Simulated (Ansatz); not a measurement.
# HF + Cl radical: a complex and its separated parts

The complex below is one end of an elementary step. How strongly is it bound against its free parts?

The runs use Ansatz 0.2.0, Gaussian basis; PBE0-D4/def2-TZVP structures, single points in def2-TZVPP, no counterpoise correction.

Levels: SPW92, PBE-D4, BLYP-D4, r2SCAN-D4, B97M-V, PBE0-D4, B3LYP-D4, r2SCAN0-D4, BHLYP-D4, CAM-B3LYP-D4, wB97X-V, wB97M-V, B2PLYP, PBE-QIDH, RPA on PBE, Hartree-Fock, MP2, CCSD, CCSD(T).

Correlated methods freeze the cores. Orbitals are unrestricted. B3LYP uses VWN-RPA correlation. B2PLYP carries no dispersion term here.

76 further runs of the same task are left out: 76 set aside as unsound or not needed.

## Step 1: The system as given

The complex: 3 atoms, charge 0, spin multiplicity 2.

Atoms are counted from 1 here; the program's logs count them from 0.

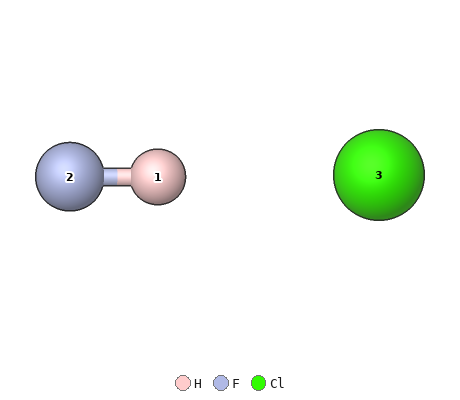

Start geometry, drawn with hydrogen pink, fluorine light blue, chlorine green; atoms are numbered from 1 in the order of the file.

Geometry (Å):

```
atom    x (Å)    y (Å)    z (Å)
  H1  -0.2792  -0.2961   0.2314
  F2  -0.8445  -0.8734   0.6824
 Cl3   1.1237   1.1695  -0.9137
```

Its parts: HF holds atoms 1, 2; Cl radical holds atoms 3. Each part counts its atoms afresh in its own runs.

## Step 2: Relaxing HF alone

relax-a/in.yaml

```yaml
crystal:
  periodic: [false, false, false]
  atoms:
    - {symbol: H, position_ang: [-0.279174, -0.296135, 0.231387]}
    - {symbol: F, position_ang: [-0.844549, -0.873374, 0.682364]}
basis:
  gaussian: {orbitals: def2-TZVP}
hamiltonian: {xc: pbe0, dispersion: d4}
relax: {f_tol: 0.005, max_steps: 200}
```

Launch:

```
> ansatz run in.yaml --threads 2 --pin off --events-out ev --progress --plain --max-ram 4352MiB
```

Output, cut to the lines that bear on the results:

```text
Functional definition: PBE0
  name "PBE0"
  cite "Adamo & Barone, J. Chem. Phys. 110, 6158 (1999) doi:10.1063/1.478522"
  cite "Perdew, Burke & Ernzerhof, Phys. Rev. Lett. 77, 3865 (1996) doi:10.1103/PhysRevLett.77.3865"
  parent pbe
[...]
200 factors; their error is unknown
[...]
mean field -2731.80086406 eV, -100.3918300729 hartree, gradient 6.8e-6 eV, S^2 0.000000; 0 other end points of the search recorded, 0 dependent functions left out
[...]
reference -2731.80087257 eV, -100.3918303858 hartree; 5, 5 occupied and 32, 32 virtual orbitals, 200 factors
relax step   1: F+E_penalty+E_count = -2731.80237908 eV  Δ(F+E_penalty+E_count) = +0.000e0 eV  max|allowed force component| = 1.960e-1 eV/Å  Δτ_max = 0.0000 Å  (21 SCF iters, accepted)
[...]
relax step   2: F+E_penalty+E_count = -2731.80317888 eV  Δ(F+E_penalty+E_count) = -7.998e-4 eV  max|allowed force component| = 4.020e-2 eV/Å  Δτ_max = 0.0021 Å  (25 SCF iters, accepted)
[...]
relax step   3: F+E_penalty+E_count = -2731.80321325 eV  Δ(F+E_penalty+E_count) = -3.437e-5 eV  max|allowed force component| = 5.514e-4 eV/Å  Δτ_max = 0.0005 Å  (25 SCF iters, accepted)
200 factors; their error is unknown
[...]
mean field -2731.80169997 eV, -100.3918607920 hartree, gradient 2.5e-5 eV, S^2 0.000000; 1 other end points of the search recorded, 0 dependent functions left out
[...]
reference -2731.80170840 eV, -100.3918611021 hartree; 5, 5 occupied and 32, 32 virtual orbitals, 200 factors
Total energy: -2731.80322169 eV, -100.3919167144 hartree
Atom 0 at    -0.280790    -0.297785     0.232676 Å, force     0.000540     0.000551    -0.000431 eV/Å
Atom 1 at    -0.842933    -0.871724     0.681075 Å, force    -0.000540    -0.000551     0.000431 eV/Å
Dipole moment:     0.244900     0.250039    -0.195347 e Å
```

Wall time 0.5 s (2 threads, shared host).

Along the way:

```
step  energy from step 1 (eV)  largest force component (eV/Å)
   1                   0.0000                          0.1960
   2                  -0.0008                          0.0402
   3                  -0.0008                          0.0006
```

The bond:

```
 bond  before (Å)  after (Å)  change (Å)
H1–F2       0.925      0.920      -0.005
```

## Step 3: SPW92/def2-TZVPP

parta/in.yaml

```yaml
crystal:
  periodic: [false, false, false]
  atoms:
    - {symbol: H, position_ang: [-0.280790, -0.297785, 0.232676]}
    - {symbol: F, position_ang: [-0.842933, -0.871724, 0.681075]}
basis:
  gaussian: {orbitals: def2-TZVPP}
hamiltonian: {xc: lda}
```

partb/in.yaml

```yaml
crystal:
  periodic: [false, false, false]
  atoms:
    - {symbol: Cl, position_ang: [1.123724, 1.169509, -0.913651]}
basis:
  gaussian: {orbitals: def2-TZVPP}
magnetization: {spin_polarized: true, initial_magnetization: 1}
hamiltonian: {xc: lda}
```

One command serves all of them, each in its own folder.

Launch:

```
> ansatz run in.yaml --threads 2 --pin off --events-out ev --progress --plain --max-ram 4352MiB
```

Output in parta:

```text
Functional definition: SPW92
  name "SPW92"
  cite "Dirac, Proc. Camb. Phil. Soc. 26, 376 (1930) doi:10.1017/S0305004100016108"
  cite "Slater, Phys. Rev. 81, 385 (1951) doi:10.1103/PhysRev.81.385"
  cite "Perdew & Wang, Phys. Rev. B 45, 13244 (1992) doi:10.1103/PhysRevB.45.13244"
  exchange = slater_x
  correlation = pw_c
215 factors; their error is unknown
mean field evaluation 1: about -2715.1987 eV, gradient 3.4e1 eV
mean field evaluation 2: about -2710.9250 eV, gradient 6.7e1 eV
mean field evaluation 4: about -2716.7673 eV, gradient 4.0e-1 eV
mean field evaluation 8: about -2716.7665 eV, gradient 1.4e-3 eV
mean field -2716.76650797 eV, -99.8393276774 hartree, gradient 3.5e-5 eV, S^2 0.000000; 0 other end points of the search recorded, 0 dependent functions left out
reference -2716.76651905 eV, -99.8393280846 hartree; 5, 5 occupied and 40, 40 virtual orbitals, 215 factors
Total energy: -2716.76651905 eV, -99.8393280846 hartree
```

partb printed, cut to the lines that bear on the results:

```text
[... 7 set-up lines as earlier in the session ...]
294 factors; their error is unknown
mean field evaluation 1: about -12480.2301 eV, gradient 5.0e0 eV
mean field evaluation 2: about -12480.0617 eV, gradient 8.1e0 eV
mean field evaluation 4: about -12480.2434 eV, gradient 4.7e0 eV
mean field evaluation 8: about -12480.2684 eV, gradient 4.1e0 eV
mean field evaluation 16: about -12480.1082 eV, gradient 7.2e0 eV
mean field evaluation 32: about -12480.3361 eV, gradient 1.4e-4 eV
mean field -12480.33528153 eV, -458.6438621211 hartree, gradient 2.1e-5 eV, S^2 0.751409; 2 other end points of the search recorded, 0 dependent functions left out
reference -12480.33530070 eV, -458.6438628255 hartree; 9, 8 occupied and 33, 34 virtual orbitals, 294 factors
Total energy: -12480.33530070 eV, -458.6438628255 hartree
```

They took 0.1 s (parta), 0.25 s (partb) on 2 threads, shared host.

## Step 4: B97M-V/def2-TZVPP

Each input of step 3 (parta, partb) changes in the same lines:

```diff
-hamiltonian: {xc: lda}
+hamiltonian: {xc: {name: B97M-V}}
```

The same command starts each run, in its folder.

Launch:

```
> ansatz run in.yaml --threads 2 --pin off --events-out ev --progress --plain --max-ram 4352MiB
```

Log of parta, cut to the lines that bear on the results:

```text
Functional definition: B97M-V
  name "B97M-V"
  cite "Mardirossian & Head-Gordon, J. Chem. Phys. 142, 074111 (2015) doi:10.1063/1.4907719"
  cite "Becke, J. Chem. Phys. 107, 8554 (1997) doi:10.1063/1.475007"
  cite "Vydrov & Van Voorhis, J. Chem. Phys. 133, 244103 (2010) doi:10.1063/1.3521275"
  # Of w^i u^j: cxij and so on, Table III.
[...]
  gx(w, u) = cx00 + cx01*u + cx02*u^2 + (cx10 + cx11*u)*w
  gss(w, u) = css00 + css02*u^2 + css10*w + (css32*w^3 + css42*w^4)*u^2
  gos(w, u) = cos00 + cos01*u + cos03*u^3 + cos10*w + cos32*w^3*u^2
[...]
      + integral(e_c_pw_mod_opposite_spin*gos(b97_w_opposite, b97_u_opposite)) + vv10(b, c)
215 factors; their error is unknown
[...]
mean field -2733.38837613 eV, -100.4501700657 hartree, gradient 2.3e-5 eV, S^2 0.000000; 0 other end points of the search recorded, 0 dependent functions left out
reference -2733.38839385 eV, -100.4501707167 hartree; 5, 5 occupied and 40, 40 virtual orbitals, 215 factors
Total energy: -2733.38839385 eV, -100.4501707167 hartree
```

Output in partb, cut to the lines that bear on the results:

```text
[... 5 set-up lines as earlier in the session ...]
  # Of w^i u^j: cxij and so on, Table III.
[...]
  gx(w, u) = cx00 + cx01*u + cx02*u^2 + (cx10 + cx11*u)*w
  gss(w, u) = css00 + css02*u^2 + css10*w + (css32*w^3 + css42*w^4)*u^2
  gos(w, u) = cos00 + cos01*u + cos03*u^3 + cos10*w + cos32*w^3*u^2
[...]
      + integral(e_c_pw_mod_opposite_spin*gos(b97_w_opposite, b97_u_opposite)) + vv10(b, c)
294 factors; their error is unknown
[...]
mean field -12517.94498018 eV, -460.0259930539 hartree, gradient 3.5e-6 eV, S^2 0.754069; 1 other end points of the search recorded, 0 dependent functions left out
reference -12517.94500608 eV, -460.0259940056 hartree; 9, 8 occupied and 33, 34 virtual orbitals, 294 factors
Total energy: -12517.94500608 eV, -460.0259940056 hartree
```

Wall times: 0.4 s (parta), 0.85 s (partb) on 2 threads, shared host.

## Step 5: wB97X-V/def2-TZVPP

The same edit goes into each in.yaml of step 4 (parta, partb):

```diff
-hamiltonian: {xc: {name: B97M-V}}
+hamiltonian: {xc: {name: wB97X-V}}
```

Each run has its own folder and the same command.

Launch:

```
> ansatz run in.yaml --threads 2 --pin off --events-out ev --progress --plain --max-ram 4352MiB
```

Log of parta, cut to the lines that bear on the results:

```text
Functional definition: wB97X-V
  name "wB97X-V"
  cite "Mardirossian & Head-Gordon, Phys. Chem. Chem. Phys. 16, 9904 (2014) doi:10.1039/C3CP54374A"
[... 2 set-up lines as earlier in the session ...]
[...]
      + integral(e_c_pw_opposite_spin*poly(b97_u_opposite, cos0, cos1)) + vv10(b, c)
215 factors; their error is unknown
48 factors; integrals over basis functions are off by at most 2.2e-5 eV
[...]
mean field -2733.49560678 eV, -100.4541107191 hartree, gradient 1.0e-5 eV, S^2 0.000000; 0 other end points of the search recorded, 0 dependent functions left out
reference -2733.49560618 eV, -100.4541106973 hartree; 5, 5 occupied and 40, 40 virtual orbitals, 215 factors
Total energy: -2733.49560618 eV, -100.4541106973 hartree
```

Log of partb, cut to the lines that bear on the results:

```text
[... 5 set-up lines as earlier in the session ...]
[...]
      + integral(e_c_pw_opposite_spin*poly(b97_u_opposite, cos0, cos1)) + vv10(b, c)
310 factors; their error is unknown
40 factors; integrals over basis functions are off by at most 9.5e-5 eV
[...]
mean field -12519.39709805 eV, -460.0793574011 hartree, gradient 4.9e-5 eV, S^2 0.752810; 0 other end points of the search recorded, 0 dependent functions left out
reference -12519.39709739 eV, -460.0793573769 hartree; 9, 8 occupied and 33, 34 virtual orbitals, 310 factors
Total energy: -12519.39709739 eV, -460.0793573769 hartree
```

Times: 0.35 s (parta), 0.5 s (partb) on 2 threads, shared host.

## Step 6: wB97M-V/def2-TZVPP

Each input of step 5 (parta, partb) changes in the same lines:

```diff
-hamiltonian: {xc: {name: wB97X-V}}
+hamiltonian: {xc: {name: wB97M-V}}
```

One command serves all of them, each in its own folder.

Launch:

```
> ansatz run in.yaml --threads 2 --pin off --events-out ev --progress --plain --max-ram 4352MiB
```

Log of parta, cut to the lines that bear on the results:

```text
Functional definition: wB97M-V
  name "wB97M-V"
  cite "Mardirossian & Head-Gordon, J. Chem. Phys. 144, 214110 (2016) doi:10.1063/1.4952647"
[... 2 set-up lines as earlier in the session ...]
  # Of w^i u^j: cxij and so on, Table III.
[...]
  gx(w, u) = 1 - cx + cx01*u + cx10*w
  gss(w, u) = css00 + css04*u^4 + css10*w + css20*w^2 + css43*w^4*u^3
  gos(w, u) = cos00 + cos10*w + (cos20 + cos21*u)*w^2 + (cos60 + cos61*u)*w^6
[...]
      + integral(e_c_pw_mod_opposite_spin*gos(b97_w_opposite, b97_u_opposite)) + vv10(b, c)
215 factors; their error is unknown
48 factors; integrals over basis functions are off by at most 2.2e-5 eV
[...]
mean field -2733.67553257 eV, -100.4607228702 hartree, gradient 1.2e-5 eV, S^2 0.000000; 0 other end points of the search recorded, 0 dependent functions left out
reference -2733.67554724 eV, -100.4607234092 hartree; 5, 5 occupied and 40, 40 virtual orbitals, 215 factors
Total energy: -2733.67554724 eV, -100.4607234092 hartree
```

partb printed, cut to the lines that bear on the results:

```text
[... 5 set-up lines as earlier in the session ...]
  # Of w^i u^j: cxij and so on, Table III.
[...]
  gx(w, u) = 1 - cx + cx01*u + cx10*w
  gss(w, u) = css00 + css04*u^4 + css10*w + css20*w^2 + css43*w^4*u^3
  gos(w, u) = cos00 + cos10*w + (cos20 + cos21*u)*w^2 + (cos60 + cos61*u)*w^6
[...]
      + integral(e_c_pw_mod_opposite_spin*gos(b97_w_opposite, b97_u_opposite)) + vv10(b, c)
310 factors; their error is unknown
40 factors; integrals over basis functions are off by at most 9.5e-5 eV
[...]
mean field -12520.64374922 eV, -460.1251709869 hartree, gradient 2.2e-5 eV, S^2 0.752101; 0 other end points of the search recorded, 0 dependent functions left out
reference -12520.64376979 eV, -460.1251717427 hartree; 9, 8 occupied and 33, 34 virtual orbitals, 310 factors
Total energy: -12520.64376979 eV, -460.1251717427 hartree
```

Times: 0.4 s (parta), 0.55 s (partb) on 2 threads, shared host.

## Step 7: B2PLYP/def2-TZVPP

Each input of step 6 (parta, partb) changes in the same lines:

```diff
-hamiltonian: {xc: {name: wB97M-V}}
+hamiltonian: {xc: {name: B2PLYP}}
```

One command serves all of them, each in its own folder.

Launch:

```
> ansatz run in.yaml --threads 2 --pin off --events-out ev --progress --plain --max-ram 4352MiB
```

Output in parta, cut to the lines that bear on the results:

```text
Functional definition: B2PLYP
  name "B2PLYP"
  cite "Grimme, J. Chem. Phys. 124, 034108 (2006) doi:10.1063/1.2148954"
  cite "Becke, Phys. Rev. A 38, 3098 (1988) doi:10.1103/PhysRevA.38.3098"
  cite "Lee, Yang & Parr, Phys. Rev. B 37, 785 (1988) doi:10.1103/PhysRevB.37.785"
[...]
287 factors; integrals over basis functions are off by at most 1.0e-3 eV
[...]
mean field -2730.72524071 eV, -100.3523016439 hartree, gradient 1.4e-6 eV, S^2 0.000000; 0 other end points of the search recorded, 0 dependent functions left out
1 core orbitals not correlated: weight in the atoms' cores, before any rotation towards them, 1.000 or more for the frozen orbitals, at most 0.000 for the correlated occupied ones
reference -2730.72529741 eV, -100.3523037277 hartree; 4, 4 occupied and 40, 40 virtual orbitals, 287 factors
second order -8.59402586 eV of doubles, -0.00000000 eV of singles
Total energy: -2733.04568439 eV, -100.4375763765 hartree
```

partb printed, cut to the lines that bear on the results:

```text
[... 5 set-up lines as earlier in the session ...]
[...]
244 factors; integrals over basis functions are off by at most 1.6e-4 eV
[...]
mean field -12516.42248711 eV, -459.9700424654 hartree, gradient 4.0e-6 eV, S^2 0.755238; 0 other end points of the search recorded, 0 dependent functions left out
5 core orbitals not correlated: weight in the atoms' cores, before any rotation towards them, 1.000 or more for the frozen orbitals, at most 0.000 for the correlated occupied ones
reference -12516.42258577 eV, -459.9700460912 hartree; 4, 3 occupied and 33, 34 virtual orbitals, 244 factors
second order -5.23540623 eV of doubles, -0.00000000 eV of singles
Total energy: -12517.83614545 eV, -460.0219934514 hartree
```

They took 0.2 s (parta), 0.25 s (partb) on 2 threads, shared host.

## Step 8: PBE-QIDH/def2-TZVPP

Each input of step 7 (parta, partb) changes in the same lines:

```diff
-hamiltonian: {xc: {name: B2PLYP}}
+hamiltonian: {xc: {name: PBE-QIDH}}
```

Each run has its own folder and the same command.

Launch:

```
> ansatz run in.yaml --threads 2 --pin off --events-out ev --progress --plain --max-ram 4352MiB
```

Output in parta, cut to the lines that bear on the results:

```text
Functional definition: PBE-QIDH
  name "PBE-QIDH"
  cite "Brémond, Sancho-García, Pérez-Jiménez & Adamo, J. Chem. Phys. 141, 031101 (2014) doi:10.1063/1.4890314"
[... 1 set-up line as earlier in the session ...]
[...]
287 factors; integrals over basis functions are off by at most 1.0e-3 eV
[...]
mean field -2728.92250379 eV, -100.2860522843 hartree, gradient 3.8e-6 eV, S^2 0.000000; 0 other end points of the search recorded, 0 dependent functions left out
1 core orbitals not correlated: weight in the atoms' cores, before any rotation towards them, 1.000 or more for the frozen orbitals, at most 0.000 for the correlated occupied ones
reference -2728.92250715 eV, -100.2860524075 hartree; 4, 4 occupied and 40, 40 virtual orbitals, 287 factors
second order -8.07152860 eV of doubles, -0.00000000 eV of singles
Total energy: -2731.61301668 eV, -100.3849268092 hartree
```

Output in partb, cut to the lines that bear on the results:

```text
[... 4 set-up lines as earlier in the session ...]
[...]
244 factors; integrals over basis functions are off by at most 1.6e-4 eV
[...]
mean field -12513.28572557 eV, -459.8547686049 hartree, gradient 8.7e-7 eV, S^2 0.756788; 0 other end points of the search recorded, 0 dependent functions left out
5 core orbitals not correlated: weight in the atoms' cores, before any rotation towards them, 1.000 or more for the frozen orbitals, at most 0.000 for the correlated occupied ones
reference -12513.28573193 eV, -459.8547688388 hartree; 4, 3 occupied and 33, 34 virtual orbitals, 244 factors
second order -4.86263375 eV of doubles, -0.00000000 eV of singles
Total energy: -12514.90660985 eV, -459.9143350035 hartree
```

Wall times: 0.2 s (parta), 0.3 s (partb) on 2 threads, shared host.

## Step 9: RPA on PBE/def2-TZVPP

The same edit goes into each in.yaml of step 8 (parta, partb):

```diff
-hamiltonian: {xc: {name: PBE-QIDH}}
+hamiltonian: {xc: pbe}
+correlation: {method: rpa}
```

Each run has its own folder and the same command.

Launch:

```
> ansatz run in.yaml --threads 2 --pin off --events-out ev --progress --plain --max-ram 4352MiB
```

Log of parta:

```text
Functional definition: PBE
  name "PBE"
[... 2 set-up lines as earlier in the session ...]
  parameter kappa = 0.804
  parameter beta = 0.06672455060314922
  exchange = pbe_x(kappa = kappa, mu = beta*pi^2/3)
  correlation = pbe_c(beta = beta)
287 factors; integrals over basis functions are off by at most 1.0e-3 eV
mean field evaluation 1: about -2730.1950 eV, gradient 3.5e1 eV
mean field evaluation 2: about -2730.1948 eV, gradient 3.5e1 eV
mean field evaluation 4: about -2731.8425 eV, gradient 7.8e-1 eV
mean field evaluation 8: about -2731.8436 eV, gradient 2.2e-3 eV
mean field -2731.84357333 eV, -100.3933996099 hartree, gradient 9.3e-7 eV, S^2 0.000000; 0 other end points of the search recorded, 0 dependent functions left out
1 core orbitals not correlated: weight in the atoms' cores, before any rotation towards them, 1.000 or more for the frozen orbitals, at most 0.000 for the correlated occupied ones
reference -2722.68124943 eV, -100.0566904168 hartree; 4, 4 occupied and 40, 40 virtual orbitals, 287 factors
Total energy: -2733.63265719 eV, -100.4591472289 hartree
```

Output in partb, cut to the lines that bear on the results:

```text
[... 4 set-up lines as earlier in the session ...]
[...]
244 factors; integrals over basis functions are off by at most 1.6e-4 eV
[...]
mean field -12516.10648410 eV, -459.9584295690 hartree, gradient 1.1e-6 eV, S^2 0.752902; 5 other end points of the search recorded, 0 dependent functions left out
5 core orbitals not correlated: weight in the atoms' cores, before any rotation towards them, 1.000 or more for the frozen orbitals, at most 0.000 for the correlated occupied ones
reference -12502.73957247 eV, -459.4672046269 hartree; 4, 3 occupied and 33, 34 virtual orbitals, 244 factors
Total energy: -12510.67099451 eV, -459.7586790108 hartree
```

Wall times: 0.2 s (parta), 0.5 s (partb) on 2 threads, shared host.

## Step 10: CCSD(T)/def2-TZVPP

parta/in.yaml: that of step 9 with these lines changed.

```diff
@@ -7,3 +7,2 @@
   gaussian: {orbitals: def2-TZVPP}
-hamiltonian: {xc: pbe}
-correlation: {method: rpa}
+correlation: {method: ccsd_t}
```

partb/in.yaml: that of step 9 with these lines changed.

```diff
@@ -7,3 +7,3 @@
 magnetization: {spin_polarized: true, initial_magnetization: 1}
-hamiltonian: {xc: pbe}
-correlation: {method: rpa}
+correlation: {method: ccsd_t}
+scf: {omitted_lower_state_checks: [cluster_reference]}
```

The same command starts each run, in its folder.

Launch:

```
> ansatz run in.yaml --threads 2 --pin off --events-out ev --progress --plain --max-ram 4352MiB
```

parta printed, cut to the lines that bear on the results:

```text
Functional definition: HF
  name "HF"
  cite "Fock, Z. Phys. 61, 126 (1930) doi:10.1007/BF01340294"
[... 1 set-up line as earlier in the session ...]
[...]
287 factors; integrals over basis functions are off by at most 1.0e-3 eV
[...]
mean field -2722.91271163 eV, -100.0651964960 hartree, gradient 4.5e-6 eV, S^2 0.000000; 0 other end points of the search recorded, 0 dependent functions left out
1 core orbitals not correlated: weight in the atoms' cores, before any rotation towards them, 1.000 or more for the frozen orbitals, at most 0.000 for the correlated occupied ones
reference -2722.91271163 eV, -100.0651964960 hartree; 4, 4 occupied and 40, 40 virtual orbitals, 287 factors
second order -7.36485353 eV of doubles, -0.00000000 eV of singles
cycle   1  -7.29621386 eV  change    6.9e-2 eV  update   3.9e-2
[...]
cycle   8  -7.43089433 eV  change    6.5e-7 eV  update   3.3e-6
perturbative correction -0.17033766 eV, -0.0062597934 hartree
Total energy: -2730.51394362 eV, -100.3445366192 hartree
```

partb printed, cut to the lines that bear on the results:

```text
[... 4 set-up lines as earlier in the session ...]
[...]
244 factors; integrals over basis functions are off by at most 1.6e-4 eV
[...]
mean field -12503.00210165 eV, -459.4768523965 hartree, gradient 5.7e-6 eV, S^2 0.759733; 3 other end points of the search recorded, 0 dependent functions left out
5 core orbitals not correlated: weight in the atoms' cores, before any rotation towards them, 1.000 or more for the frozen orbitals, at most 0.000 for the correlated occupied ones
reference -12503.00210165 eV, -459.4768523965 hartree; 4, 3 occupied and 33, 34 virtual orbitals, 244 factors
second order -4.31166794 eV of doubles, -0.00000000 eV of singles
cycle   1  -4.80487645 eV  change   -4.9e-1 eV  update   4.0e-2
[...]
cycle   7  -4.95325700 eV  change   -2.6e-6 eV  update   6.5e-6
perturbative correction -0.15683542 eV, -0.0057635954 hartree
Total energy: -12508.11219407 eV, -459.6646448292 hartree
Checks for a lower state left out: cluster_reference
```

Wall times: 0.2 s (parta), 0.35 s (partb) on 2 threads, shared host.

[end of part 1 of 2]
